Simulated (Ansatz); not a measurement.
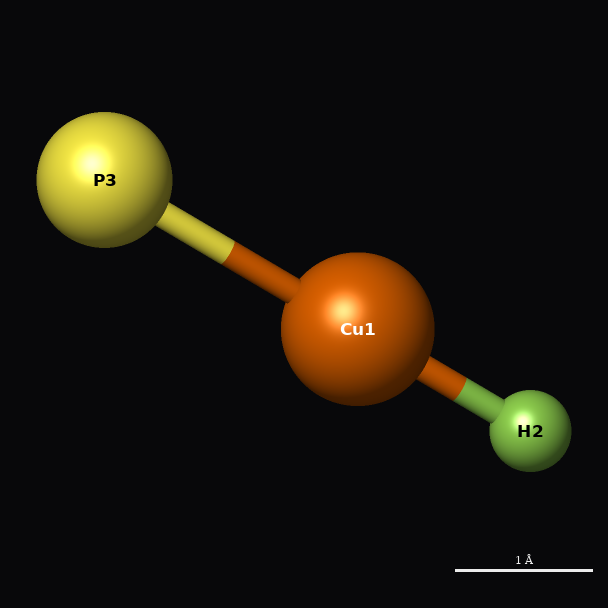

Figure made from data computed with Ansatz.

Numbered structure. The species is neutral and a spin sextet. Geometry: a fixed input geometry, not necessarily a minimum. Other spin states may lie lower.

What is the geometry at Cu1?

Answer. Cu1 has 2 neighbours (H2 at 1.50, P3 at 2.20 Å); the arrangement is linear.
